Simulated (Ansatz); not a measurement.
**C9H21Al: how energies converge with the basis set**

How large a basis does C9H21Al need? Two functionals are run in growing sets.

Program: Ansatz 0.2.0, Gaussian basis. Level of theory: one geometry, several basis sets. These are calculated values, not measurements.

Levels to be run: PBE0-D4/def2-SVP; ωB97M-V/def2-SVP; PBE0-D4/def2-QZVPP; ωB97M-V/def2-QZVPP; the functionals' def2-TZVPP values are taken from earlier runs.

1 further run of the same task is left out (it didn't finish).

### Step 1. The geometry

All runs share one geometry, relaxed beforehand with PBE0-D4 in a triple-zeta def2 set.

SMILES `C[CH](C)[Al]([CH](C)C)[CH](C)C`, 31 atoms, charge 0, spin multiplicity 1.

Atoms are counted from 1 here; the program's logs count them from 0.

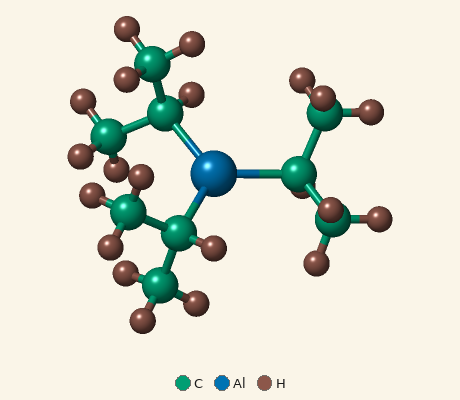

The structure; carbon teal, aluminium blue, hydrogen brown.

Coordinates:

```xyz
31

C     0.2407   -2.0103    1.9190
C     0.9169   -0.7333    1.4065
C     1.0089    0.3082    2.5180
Al   -0.0254   -0.1440   -0.2316
C    -1.5976    1.0562   -0.1368
C    -2.6057    0.6815    0.9476
C    -1.1322    2.5050    0.0394
C     0.5733   -0.7763   -2.0092
C     0.6848    0.3854   -2.9997
C     1.8557   -1.6026   -1.9850
H     0.2207   -2.8069    1.1672
H    -0.7947   -1.8250    2.2260
H     0.7607   -2.4142    2.7973
H     1.9383   -1.0028    1.1048
H     1.5235   -0.0919    3.4014
H     0.0185    0.6340    2.8508
H     1.5537    1.2040    2.2055
H    -2.1051    0.9885   -1.1092
H    -3.4546    1.3776    0.9640
H    -2.1562    0.7095    1.9452
H    -3.0163   -0.3232    0.8074
H    -0.4648    2.8324   -0.7649
H    -1.9819    3.2000    0.0523
H    -0.5974    2.6456    0.9849
H    -0.2409   -1.4270   -2.3672
H     0.9240    0.0321   -4.0107
H    -0.2412    0.9640   -3.0687
H     1.4823    1.0817   -2.7163
H     2.7069   -1.0112   -1.6311
H     2.1198   -1.9717   -2.9843
H     1.7773   -2.4725   -1.3265
```

### Step 2. PBE0-D4 in def2-SVP

in.yaml reads:

```yaml
crystal:
  periodic: [false, false, false]
  atoms:
    - {symbol: C, position_ang: [0.240687, -2.010310, 1.918981]}
    - {symbol: C, position_ang: [0.916876, -0.733350, 1.406503]}
    - {symbol: C, position_ang: [1.008873, 0.308202, 2.517966]}
    - {symbol: Al, position_ang: [-0.025371, -0.143993, -0.231604]}
    - {symbol: C, position_ang: [-1.597554, 1.056158, -0.136794]}
    - {symbol: C, position_ang: [-2.605718, 0.681492, 0.947568]}
    - {symbol: C, position_ang: [-1.132165, 2.505031, 0.039362]}
    - {symbol: C, position_ang: [0.573332, -0.776323, -2.009226]}
    - {symbol: C, position_ang: [0.684837, 0.385422, -2.999714]}
    - {symbol: C, position_ang: [1.855736, -1.602580, -1.985015]}
    - {symbol: H, position_ang: [0.220705, -2.806904, 1.167195]}
    - {symbol: H, position_ang: [-0.794715, -1.824998, 2.225992]}
    - {symbol: H, position_ang: [0.760655, -2.414231, 2.797266]}
    - {symbol: H, position_ang: [1.938286, -1.002819, 1.104792]}
    - {symbol: H, position_ang: [1.523549, -0.091888, 3.401389]}
    - {symbol: H, position_ang: [0.018464, 0.634046, 2.850786]}
    - {symbol: H, position_ang: [1.553686, 1.203956, 2.205476]}
    - {symbol: H, position_ang: [-2.105063, 0.988520, -1.109224]}
    - {symbol: H, position_ang: [-3.454575, 1.377579, 0.964026]}
    - {symbol: H, position_ang: [-2.156211, 0.709519, 1.945208]}
    - {symbol: H, position_ang: [-3.016342, -0.323160, 0.807433]}
    - {symbol: H, position_ang: [-0.464752, 2.832419, -0.764941]}
    - {symbol: H, position_ang: [-1.981855, 3.200003, 0.052256]}
    - {symbol: H, position_ang: [-0.597391, 2.645552, 0.984892]}
    - {symbol: H, position_ang: [-0.240873, -1.426957, -2.367214]}
    - {symbol: H, position_ang: [0.924007, 0.032119, -4.010716]}
    - {symbol: H, position_ang: [-0.241169, 0.963953, -3.068658]}
    - {symbol: H, position_ang: [1.482285, 1.081718, -2.716336]}
    - {symbol: H, position_ang: [2.706925, -1.011196, -1.631116]}
    - {symbol: H, position_ang: [2.119837, -1.971698, -2.984289]}
    - {symbol: H, position_ang: [1.777317, -2.472487, -1.326550]}
basis:
  gaussian: {orbitals: def2-SVP}
hamiltonian: {xc: pbe0, dispersion: d4}
output: {orbitals: {seedname: orbitals}}
```

The run is started by

```console
> ansatz run in.yaml --threads 4 --pin off --events-out ev --progress --plain --max-ram 41984MiB --backend cpu
```

The log of the run:

```text
Functional definition: PBE0
  name "PBE0"
  cite "Adamo & Barone, J. Chem. Phys. 110, 6158 (1999) doi:10.1063/1.478522"
  cite "Perdew, Burke & Ernzerhof, Phys. Rev. Lett. 77, 3865 (1996) doi:10.1103/PhysRevLett.77.3865"
  parent pbe
  parameter a = 0.25
  parameter kappa = 0.804
  parameter beta = 0.06672455060314922
  exchange = (1 - a)*pbe_x(kappa = kappa, mu = beta*pi^2/3) + a*exact_x
  correlation = pbe_c(beta = beta)
2866 factors; their error is unknown
mean field evaluation 1: about -16227.8994 eV, gradient 9.1e1 eV
mean field evaluation 2: about -16218.8401 eV, gradient 1.1e2 eV
mean field evaluation 4: about -16248.9649 eV, gradient 2.7e0 eV
mean field evaluation 8: about -16248.9746 eV, gradient 5.2e-2 eV
mean field evaluation 16: about -16249.0285 eV, gradient 5.5e-5 eV
mean field -16249.02854731 eV, -597.1407851266 hartree, gradient 5.5e-5 eV, S^2 0.000000; 0 other end points of the search recorded, 0 dependent functions left out
reference -16249.02858507 eV, -597.1407865143 hartree; 44, 44 occupied and 205, 205 virtual orbitals, 2866 factors
Total energy: -16249.69631249 eV, -597.1653250444 hartree
```

It took 5.5 s on 4 threads of AMD EPYC 7R13, shared host; peak memory 1.4 GiB.

### Step 3. ωB97M-V in def2-SVP

in.yaml: that of step 2 with these lines changed.

```diff
@@ -36,3 +36,3 @@
   gaussian: {orbitals: def2-SVP}
-hamiltonian: {xc: pbe0, dispersion: d4}
+hamiltonian: {xc: {name: wB97M-V}}
 output: {orbitals: {seedname: orbitals}}
```

Launched as before.

The log of the run (excerpt; [...] marks lines left out):

```text
Functional definition: wB97M-V
  name "wB97M-V"
  cite "Mardirossian & Head-Gordon, J. Chem. Phys. 144, 214110 (2016) doi:10.1063/1.4952647"
  cite "Becke, J. Chem. Phys. 107, 8554 (1997) doi:10.1063/1.475007"
  cite "Vydrov & Van Voorhis, J. Chem. Phys. 133, 244103 (2010) doi:10.1063/1.3521275"
  # Of w^i u^j: cxij and so on, Table III.
[...]
  gx(w, u) = 1 - cx + cx01*u + cx10*w
  gss(w, u) = css00 + css04*u^4 + css10*w + css20*w^2 + css43*w^4*u^3
  gos(w, u) = cos00 + cos10*w + (cos20 + cos21*u)*w^2 + (cos60 + cos61*u)*w^6
[...]
      + integral(e_c_pw_mod_opposite_spin*gos(b97_w_opposite, b97_u_opposite)) + vv10(b, c)
2847 factors; their error is unknown
753 factors; integrals over basis functions are off by at most 6.5e-6 eV
[...]
mean field -16257.31140924 eV, -597.4451746883 hartree, gradient 5.7e-5 eV, S^2 0.000000; 0 other end points of the search recorded, 0 dependent functions left out
reference -16257.31147447 eV, -597.4451770854 hartree; 44, 44 occupied and 205, 205 virtual orbitals, 2847 factors
Total energy: -16257.31147447 eV, -597.4451770854 hartree
```

It took 16 s on 4 threads of AMD EPYC 7R13, shared host; peak memory 1.7 GiB.

### Step 4. PBE0-D4 in def2-QZVPP

in.yaml: that of step 3 with these lines changed.

```diff
@@ -35,4 +35,4 @@
 basis:
-  gaussian: {orbitals: def2-SVP}
-hamiltonian: {xc: {name: wB97M-V}}
+  gaussian: {orbitals: "def2-QZVPP.json"}
+hamiltonian: {xc: pbe0, dispersion: d4}
 output: {orbitals: {seedname: orbitals}}
```

The run is started by

```console
> ansatz run in.yaml --threads 4 --pin off --events-out ev --progress --plain --max-ram 41984MiB --backend cuda --devices 0, --max-vram 37GiB
```

The log of the run:

```text
Functional definition: PBE0
  name "PBE0"
  cite "Adamo & Barone, J. Chem. Phys. 110, 6158 (1999) doi:10.1063/1.478522"
  cite "Perdew, Burke & Ernzerhof, Phys. Rev. Lett. 77, 3865 (1996) doi:10.1103/PhysRevLett.77.3865"
  parent pbe
  parameter a = 0.25
  parameter kappa = 0.804
  parameter beta = 0.06672455060314922
  exchange = (1 - a)*pbe_x(kappa = kappa, mu = beta*pi^2/3) + a*exact_x
  correlation = pbe_c(beta = beta)
3290 factors; their error is unknown
mean field evaluation 1: about -16230.2471 eV, gradient 1.2e2 eV
mean field evaluation 2: about -16206.2442 eV, gradient 1.5e2 eV
mean field evaluation 4: about -16262.3940 eV, gradient 6.2e0 eV
mean field evaluation 8: about -16262.4739 eV, gradient 1.2e-1 eV
mean field evaluation 16: about -16262.4724 eV, gradient 1.2e-4 eV
mean field -16262.47236690 eV, -597.6348363839 hartree, gradient 7.6e-5 eV, S^2 0.000000; 0 other end points of the search recorded, 0 dependent functions left out
reference -16262.47242726 eV, -597.6348386022 hartree; 44, 44 occupied and 1169, 1169 virtual orbitals, 3290 factors
Total energy: -16263.14015468 eV, -597.6593771322 hartree
```

It took 4.2 s on 1 × H100 (card shared with other runs) with 4 threads of AMD EPYC 7R13, shared host; peak host memory 1.9 GiB.

### Step 5. ωB97M-V in def2-QZVPP

in.yaml: that of step 4 with these lines changed.

```diff
@@ -36,3 +36,3 @@
   gaussian: {orbitals: "def2-QZVPP.json"}
-hamiltonian: {xc: pbe0, dispersion: d4}
+hamiltonian: {xc: {name: wB97M-V}}
 output: {orbitals: {seedname: orbitals}}
```

Launched as before.

The log of the run (excerpt; [...] marks lines left out):

```text
Functional definition: wB97M-V
  name "wB97M-V"
  cite "Mardirossian & Head-Gordon, J. Chem. Phys. 144, 214110 (2016) doi:10.1063/1.4952647"
  cite "Becke, J. Chem. Phys. 107, 8554 (1997) doi:10.1063/1.475007"
  cite "Vydrov & Van Voorhis, J. Chem. Phys. 133, 244103 (2010) doi:10.1063/1.3521275"
  # Of w^i u^j: cxij and so on, Table III.
[...]
  gx(w, u) = 1 - cx + cx01*u + cx10*w
  gss(w, u) = css00 + css04*u^4 + css10*w + css20*w^2 + css43*w^4*u^3
  gos(w, u) = cos00 + cos10*w + (cos20 + cos21*u)*w^2 + (cos60 + cos61*u)*w^6
[...]
      + integral(e_c_pw_mod_opposite_spin*gos(b97_w_opposite, b97_u_opposite)) + vv10(b, c)
3247 factors; their error is unknown
979 factors; integrals over basis functions are off by at most 5.6e-6 eV
[...]
mean field -16271.42976732 eV, -597.9640147777 hartree, gradient 4.0e-5 eV, S^2 0.000000; 0 other end points of the search recorded, 0 dependent functions left out
reference -16271.42986802 eV, -597.9640184785 hartree; 44, 44 occupied and 1169, 1169 virtual orbitals, 3247 factors
Total energy: -16271.42986802 eV, -597.9640184785 hartree
```

Run time: 9.6 s. Hardware: 1 × H100 (card shared with other runs) with 4 threads of AMD EPYC 7R13, shared host; peak host memory 2 GiB.

### Step 6. Density functionals: the series

The def2-TZVPP values come from earlier runs at the same geometry.

```
functional       basis  functions  energy (eV)  from the largest (eV)  HOMO (eV)  LUMO (eV)
   PBE0-D4    def2-SVP        249  -16249.6963                 13.444      -6.50      -0.51
   PBE0-D4  def2-TZVPP        615  -16262.3775                  0.763      -6.52      -0.59
   PBE0-D4  def2-QZVPP       1213  -16263.1402                  0.000      -6.53      -0.66
   ωB97M-V    def2-SVP        249  -16257.3115                 14.118      -8.69       1.08
   ωB97M-V  def2-TZVPP        615  -16270.6824                  0.747      -8.71       0.91
   ωB97M-V  def2-QZVPP       1213  -16271.4299                  0.000      -8.71       0.67
```

### Step 7. Outcome

```
                                       quantity           value
PBE0-D4: double and triple zeta above quadruple  13.44, 0.76 eV
ωB97M-V: double and triple zeta above quadruple  14.12, 0.75 eV
```

In words: PBE0-D4 gains 12.68 eV from double to triple zeta, then 0.76 eV more. These are total energies; as a rule much of such shifts cancels in differences, which this series doesn't test.
